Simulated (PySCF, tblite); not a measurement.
# C3H9NSi2: geometry, infrared bands and NMR shifts

Wanted: the infrared bands and NMR shifts of C3H9NSi2 (`N#CCC([SiH3])[SiH3]`), by calculation.

The runs use tblite 0.8.0 and PySCF 2.14.0, with density-fitted response routines of our own; the level of theory stands in each step. All values are computed, except where a source is named. Atoms are numbered from 0 throughout.

## (1) Starting geometry

15 atoms, charge 0, multiplicity 1; geometry from: force field or distance geometry start.

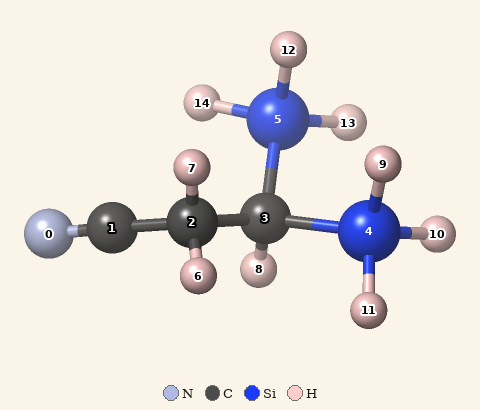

The starting geometry (nitrogen light blue, carbon dark grey, silicon blue, hydrogen pink), atoms numbered.

## (2) Geometry optimisation with GFN2-xTB

The job: settings as JSON, then the geometry in Å.

```
{"job": {"kind": "relax", "xc": "GFN2-xTB", "basis": "xTB"}, "charge": 0, "multiplicity": 1}
N      3.382000     0.391500    -0.985400
C      2.258900     0.065700    -1.048100
C      0.863100    -0.367600    -1.096500
C      0.158300    -0.267700     0.263600
Si    -1.526000    -1.110000     0.314900
Si    -0.236000     1.463700     0.861900
H      0.836700    -1.397700    -1.465700
H      0.333300     0.238600    -1.851300
H      0.794200    -0.764800     1.028300
H     -2.442500    -0.478500    -0.672800
H     -2.125200    -1.092400     1.663700
H     -1.348800    -2.526600    -0.096800
H     -1.103400     2.157900    -0.111000
H     -0.874700     1.452700     2.196900
H      1.025600     2.243100     0.976500
```

Started as:

```console
> OMP_NUM_THREADS=1 python probes_run.py task.json out
```

The driver reads the jobs from task.json and runs them one after another.

Output:

```text
step      E/eV     max force
  0    -471.72123    3.338
  1    -471.57710    9.825
  2    -471.83490    0.705
  3    -471.84837    0.396
  4    -471.87181    0.389
  5    -471.88189    0.327
  6    -471.89303    0.158
  7    -471.89690    0.154
  8    -471.90043    0.135
  9    -471.90360    0.133
 10    -471.90695    0.128
 11    -471.91018    0.161
 12    -471.91373    0.189
 13    -471.91732    0.166
 14    -471.92058    0.139
 15    -471.92331    0.129
 16    -471.92589    0.155
 17    -471.92859    0.159
 18    -471.93100    0.141
 19    -471.93262    0.086
 20    -471.93370    0.071
 21    -471.93474    0.088
 22    -471.93604    0.094
 23    -471.93753    0.087
 24    -471.93879    0.078
 25    -471.93960    0.078
 26    -471.94019    0.073
 27    -471.94074    0.058
 28    -471.94125    0.057
 29    -471.94157    0.044
 30    -471.94170    0.022
 31    -471.94175    0.021
 32    -471.94180    0.021
 33    -471.94186    0.022
 34    -471.94191    0.021
 35    -471.94195    0.018
 36    -471.94199    0.016
 37    -471.94202    0.022
 38    -471.94206    0.019
 39    -471.94209    0.014
 40    -471.94211    0.012
 41    -471.94212    0.014
 42    -471.94215    0.018
 43    -471.94218    0.018
 44    -471.94220    0.012
 45    -471.94221    0.009
```

It took 0.23 s on 1 thread of Intel Xeon 6975P-C, shared host.

Relaxation path: (not every step is listed) (the energy doesn't fall at every step)

| step | energy from step 0 (eV) | largest force (eV/Å) |
| --- | --- | --- |
| 0 | 0.0000 | 3.3383 |
| 1 | 0.1441 | 9.8255 |
| 2 | -0.1137 | 0.7055 |
| 3 | -0.1271 | 0.3963 |
| 4 | -0.1506 | 0.3887 |
| 5 | -0.1607 | 0.3275 |
| 6 | -0.1718 | 0.1581 |
| 7 | -0.1757 | 0.1541 |
| 8 | -0.1792 | 0.1351 |
| 11 | -0.1890 | 0.1610 |
| 14 | -0.1993 | 0.1387 |
| 17 | -0.2074 | 0.1594 |
| 20 | -0.2125 | 0.0709 |
| 23 | -0.2163 | 0.0868 |
| 26 | -0.2190 | 0.0732 |
| 29 | -0.2203 | 0.0436 |
| 32 | -0.2206 | 0.0211 |
| 35 | -0.2207 | 0.0184 |
| 38 | -0.2208 | 0.0187 |
| 40 | -0.2209 | 0.0119 |
| 41 | -0.2209 | 0.0137 |
| 42 | -0.2209 | 0.0182 |
| 43 | -0.2210 | 0.0177 |
| 44 | -0.2210 | 0.0122 |
| 45 | -0.2210 | 0.0093 |

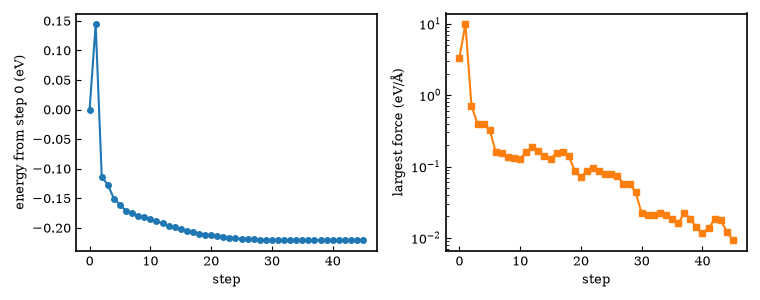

Energy and largest force along the relaxation.

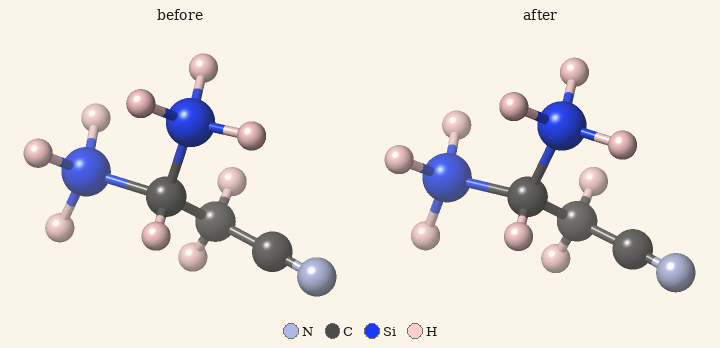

The geometry before (left) and after (right).

Close pairs (by a distance rule), those that changed most:

| bond | before (Å) | after (Å) | change (Å) |
| --- | --- | --- | --- |
| C3–Si5 | 1.874 | 1.910 | +0.037 |
| N0–C1 | 1.171 | 1.144 | -0.027 |
| Si5–H14 | 1.487 | 1.461 | -0.026 |
| C3–Si4 | 1.884 | 1.908 | +0.024 |
| Si4–H9 | 1.488 | 1.464 | -0.024 |
| C1–C2 | 1.462 | 1.438 | -0.024 |
| Si4–H11 | 1.486 | 1.467 | -0.019 |
| Si5–H13 | 1.480 | 1.462 | -0.018 |

The end geometry stands in the next job.

## (3) Infrared spectrum with GFN2-xTB

The job: settings as JSON, then the geometry in Å.

```
{"job": {"kind": "ir", "xc": "GFN2-xTB", "basis": "xTB"}, "charge": 0, "multiplicity": 1}
N      3.233402     0.455229    -0.879006
C      2.147241     0.110379    -0.978647
C      0.786697    -0.348513    -1.062002
C      0.086409    -0.257949     0.304193
Si    -1.556730    -1.227366     0.263009
Si    -0.109922     1.561305     0.853247
H      0.810405    -1.383025    -1.423650
H      0.258469     0.256107    -1.805008
H      0.732871    -0.751869     1.038257
H     -2.456345    -0.613217    -0.715161
H     -2.155121    -1.222609     1.594946
H     -1.272941    -2.603946    -0.158235
H     -0.973555     2.236840    -0.120184
H     -0.730219     1.579170     2.177071
H      1.194925     2.217453     0.889258
```

Output:

```text
mode    cm-1     km/mol
  1      61.3      6.09
  2     112.1      1.47
  3     119.2      1.24
  4     128.7      3.95
  5     177.9      0.81
  6     243.6      1.52
  7     272.9      1.05
  8     381.3      2.59
  9     472.7      6.67
 10     508.0     18.84
 11     517.0      2.96
 12     531.0     30.49
 13     577.8    114.45
 14     682.8     77.44
 15     762.9     11.82
 16     776.8    537.32
 17     778.5    196.81
 18     785.0    280.62
 19     800.5    340.11
 20     804.6    212.83
 21     821.4     90.30
 22     924.3     12.17
 23     984.3     10.97
 24    1064.7      7.56
 25    1096.9     37.12
 26    1132.4     28.99
 27    1245.0      8.40
 28    1302.2      2.51
 29    1438.8      4.81
 30    2233.5    244.32
 31    2243.0    221.46
 32    2264.0    366.54
 33    2276.7    118.71
 34    2293.9    265.10
 35    2298.1    520.44
 36    2406.6    223.64
 37    2916.7     29.09
 38    2922.3     30.60
 39    2954.3     20.46
```

Wall time 0.4 s (1 thread of Intel Xeon 6975P-C, shared host).

Which atoms move in the most intense modes:

| cm⁻¹ | km/mol | atoms |
| --- | --- | --- |
| 777 | 537.3 | H13 28 %, H14 22 %, H10 13 %, H11 12 % |
| 785 | 280.6 | H14 27 %, H9 24 %, H12 21 %, H11 19 % |
| 800 | 340.1 | H11 28 %, H14 25 %, H9 15 %, H12 12 % |
| 2234 | 244.3 | H11 81 %, H12 11 % |
| 2264 | 366.5 | H9 86 % |
| 2294 | 265.1 | H14 62 %, H10 26 % |
| 2298 | 520.4 | H10 56 %, H14 34 % |
| 2407 | 223.6 | C1 60 %, N0 39 % |

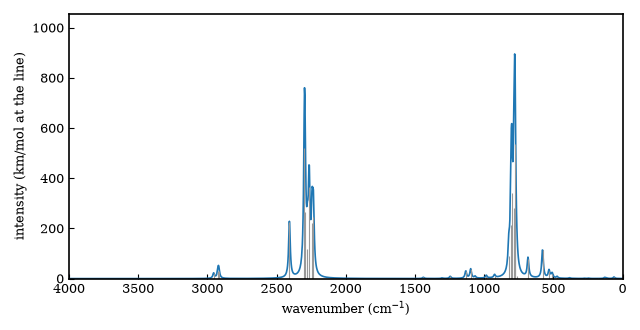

The infrared spectrum from these modes, unscaled. Lines are broadened to a width of 14 cm⁻¹ (Lorentzian).

## (4) Shielding tensors: PBE0/pcSseg-1

Settings changed since step 3:

```diff
@@ -1,2 +1,2 @@
-{"job": {"kind": "ir", "xc": "GFN2-xTB", "basis": "xTB"}, "charge": 0, "multiplicity": 1}
+{"job": {"kind": "nmr", "xc": "PBE0", "basis": "pcSseg-1"}, "charge": 0, "multiplicity": 1}
 N      3.233402     0.455229    -0.879006
```

Method: GIAO PBE0/pcSseg-1 NMR shielding, non-relativistic, gas phase.

Output:

```text
coarse grid: 13152 points
cycle   1  E = -752.8583301530  dE =  3.827e-01  |g| = 4.431e-01  |ddm| = 3.465e+00
cycle   2  E = -752.7378281311  dE =  1.205e-01  |g| = 8.713e-01  |ddm| = 1.123e+00
cycle   3  E = -752.9042450974  dE = -1.664e-01  |g| = 1.192e-01  |ddm| = 7.308e-01
cycle   4  E = -752.9070586251  dE = -2.814e-03  |g| = 4.725e-02  |ddm| = 1.251e-01
cycle   5  E = -752.9076030313  dE = -5.444e-04  |g| = 9.765e-03  |ddm| = 5.169e-02
cycle   6  E = -752.9076267698  dE = -2.374e-05  |g| = 1.581e-03  |ddm| = 1.087e-02
cycle   7  E = -752.9076274028  dE = -6.330e-07  |g| = 3.704e-04  |ddm| = 2.402e-03
final grid: 116816 points
cycle   8  E = -752.9405350551  dE = -1.944e-05  |g| = 5.341e-03  |ddm| = 2.144e-02
cycle   9  E = -752.9405314833  dE =  3.572e-06  |g| = 6.465e-03  |ddm| = 1.111e-02
cycle  10  E = -752.9405422533  dE = -1.077e-05  |g| = 8.176e-04  |ddm| = 6.206e-03
cycle  11  E = -752.9405423852  dE = -1.319e-07  |g| = 3.667e-04  |ddm| = 9.339e-04
cycle  12  E = -752.9405424104  dE = -2.518e-08  |g| = 1.166e-04  |ddm| = 2.876e-04
cycle  13  E = -752.9405424133  dE = -2.944e-09  |g| = 2.406e-05  |ddm| = 9.311e-05
cycle  14  E = -752.9405424135  dE = -1.298e-10  |g| = 5.251e-06  |ddm| = 2.606e-05
converged SCF energy = -752.9405424135

GIAO shielding tensors (ppm)
atom      isotropic    diamagn.    paramagn.     s11        s22        s33       span
  0 N      -33.874     340.175    -374.049   -202.665   -189.536    290.578    493.243
  1 C       62.574     259.994    -197.420    -58.370    -47.502    293.593    351.963
  2 C      168.870     250.146     -81.276    155.165    168.146    183.300     28.136
  3 C      185.234     257.248     -72.014    169.235    185.800    200.667     31.432
  4 Si     411.119     880.380    -469.261    370.191    392.883    470.284    100.094
  5 Si     416.227     880.996    -464.769    385.288    394.852    468.541     83.252
  6 H       29.128      29.191      -0.063     22.936     29.101     35.348     12.412
  7 H       29.689      30.245      -0.557     25.492     28.623     34.951      9.459
  8 H       31.194      33.594      -2.399     27.123     28.947     37.513     10.390
  9 H       27.932      29.352      -1.420     24.569     26.272     32.954      8.385
 10 H       27.665      29.309      -1.644     23.886     25.710     33.400      9.514
 11 H       27.714      29.153      -1.438     23.984     25.846     33.313      9.329
 12 H       27.992      29.930      -1.938     24.824     26.105     33.048      8.224
 13 H       27.782      29.884      -2.102     24.143     25.779     33.425      9.282
 14 H       27.162      30.099      -2.937     23.180     26.300     32.007      8.828
```

Run time: 20 s. Hardware: 1 thread of Intel Xeon 6975P-C, shared host; peak memory 0.74 GiB.

Shifts follow as δ = σ(reference) − σ, with reference shieldings (ppm) from runs at the same level and on the same kind of geometry: ¹H TMS 31.72, ¹³C TMS 186.9, ²⁹Si TMS 349.2, ¹⁵N NH3 267.7. The references are single molecules in the gas phase, so shifts against H2O, NH3, PH3, H3PO4 or CFCl3 are not on the usual liquid scales and can be off by tens of ppm. Atoms listed in one row are averaged.

| atoms | environment | σ (ppm) | δ (ppm) | δ scaled to CDCl3 |
| --- | --- | --- | --- | --- |
| C1 | nitrile carbon | 62.6 | 124.4 | 119.5 |
| C2 | sp3 CH2 α to a nitrile | 168.9 | 18.1 | 15.7 |
| C3 | sp3 CH bonded to 2 Si | 185.2 | 1.7 | -0.3 |
| H9, H10, H11, H12, H13, H14 | hydrogen on a silicon bonded to C | 27.71 | 4.01 | – |
| H6, H7 | hydrogen on an sp3 CH2 α to a nitrile | 29.41 | 2.31 | 2.28 |
| H8 | hydrogen on an sp3 CH bonded to 2 Si | 31.19 | 0.52 | 0.60 |
| N0 | nitrile nitrogen | -33.9 | 301.6 | – |
| Si4, Si5 | silicon bonded to C, 3 H | 413.7 | -64.5 | – |

The scaled column applies a straight-line fit of computed shieldings to shifts measured in CDCl3 (root-mean-square error 0.16 ppm for H, 1.9 ppm for C).

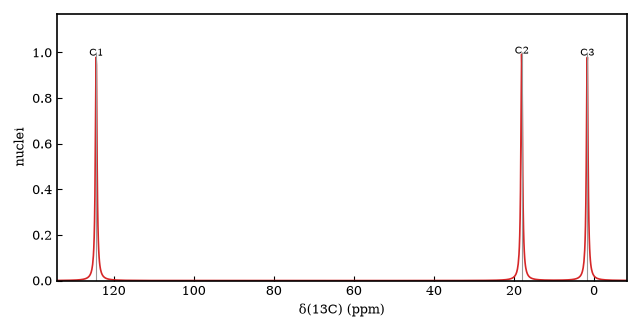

¹³C lines at the computed shifts, without couplings. Lines are broadened to a width of 0.49 ppm (Lorentzian).

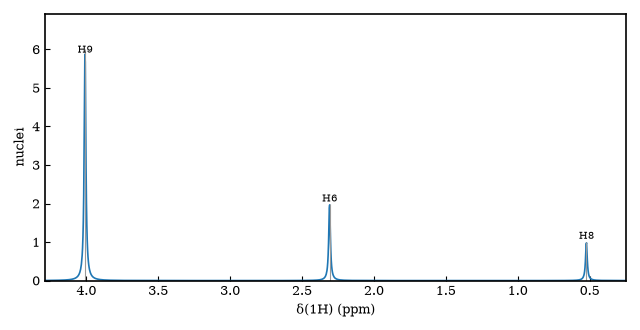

¹H lines at the computed shifts, without couplings. Lines are broadened to a width of 0.01 ppm (Lorentzian).

Charges from the same density, by scheme (e):

| atoms | Mulliken | IAO | Hirshfeld | ESP fit |
| --- | --- | --- | --- | --- |
| N0 | -0.24 | -0.25 | -0.23 | -0.49 |
| C1 | 0.06 | 0.14 | 0.09 | 0.43 |
| C2 | -0.18 | -0.29 | -0.04 | -0.38 |
| C3 | -0.83 | -0.64 | -0.18 | -0.16 |
| Si4, Si5 | 0.51 | 0.59 | 0.31 | 0.30 |

ESP fit charges:

N0 -0.49; C1 0.43; C2 -0.38; C3 -0.16; Si4 0.30; Si5 0.29; H6 0.16; H7 0.17; H8 0.12; H9 -0.07; H10 -0.08; H11 -0.08; H12 -0.08; H13 -0.08; H14 -0.05

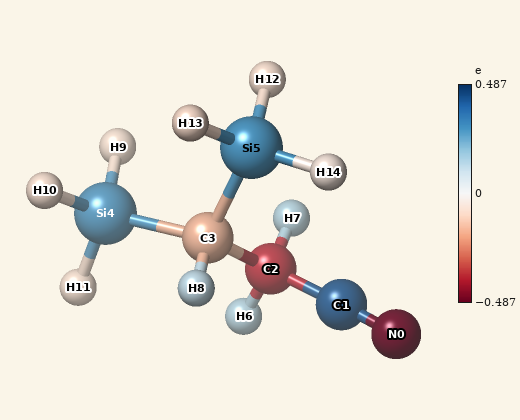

ESP fit charges, as colours on the atoms.

Mayer bond orders: N0–C1 3.06, C1–C2 1.03, C2–C3 0.99, C3–Si4 0.88, C3–Si5 0.87.

Orbitals, density, ELF and potential are computed afterwards from the orbital file.

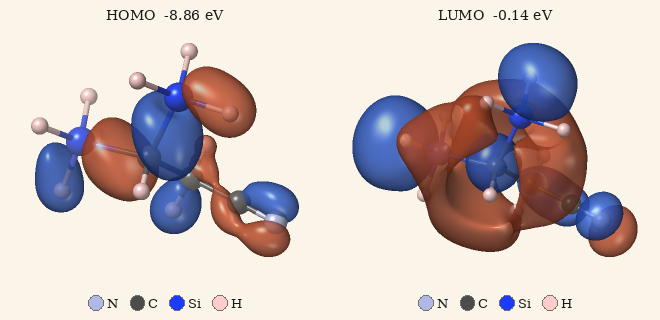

PBE0/pcSseg-1 orbitals near the gap, drawn at the value that encloses 70 % of each; the two colours are the two signs.

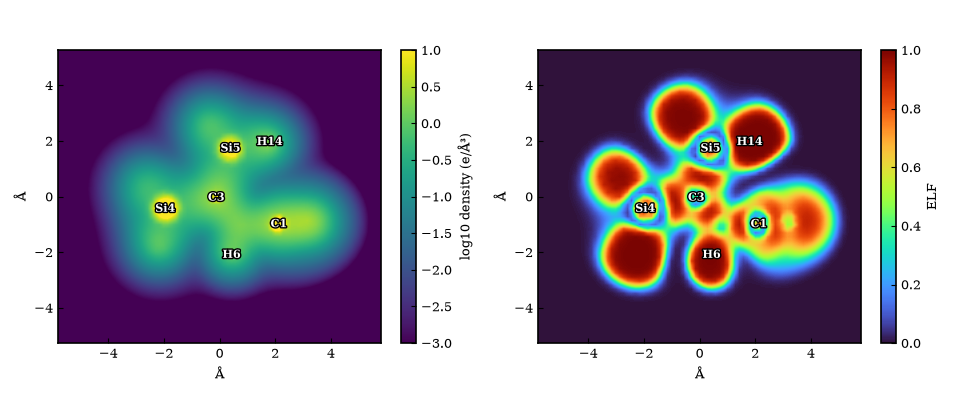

Density (left) and ELF (right) in a plane through or near 6 of the atoms.

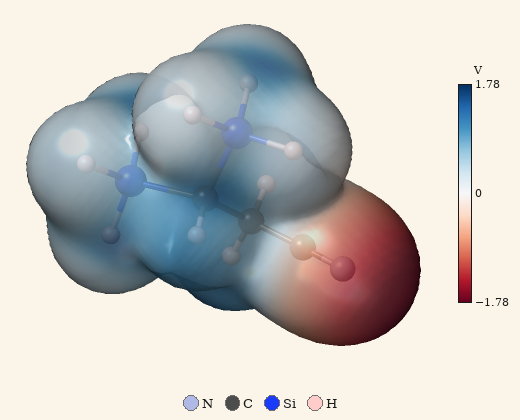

Electrostatic potential on the surface of density 0.002 e/bohr³; red is low, blue high. It runs from -1.78 V near N0 to 1.38 V near H9.

## (5) Summary of results

| quantity | value |
| --- | --- |
| strongest single infrared mode (GFN2-xTB) | 777 cm⁻¹, 537 km/mol |
| zero-point energy (GFN2-xTB) | 63.3 kcal/mol |
| ¹³C shifts against TMS (PBE0/pcSseg-1) | 124.4, 18.1, 1.7 ppm |
| ¹H shifts against TMS (PBE0/pcSseg-1, means over atoms taken as alike) | 4.01, 2.31, 0.52 ppm |
| ¹⁵N shifts against NH3 (PBE0/pcSseg-1) | 301.6 ppm |
| ²⁹Si shifts against TMS (PBE0/pcSseg-1, means over atoms taken as alike) | -64.5 ppm |
| surface potential, least and greatest | -1.78 V and 1.38 V |

The optimisation took 45 steps and gained 0.221 eV; among the close pairs (by a distance rule), C3–Si5 changed most, from 1.874 to 1.910 Å. No mode is imaginary among the 39: a minimum at this level. Unscaled tight-binding wavenumbers are off by several per cent, some by more. Its intensities can rank the bands wrongly. C1 (nitrile carbon) lies farthest downfield among carbon, at 124.4 ppm; C≡N carbons fall here, among the sp2 signals but without a proton. At PBE0/pcSseg-1: Shielding is most anisotropic at N0 (span 493 ppm, paramagnetic term -374 ppm).
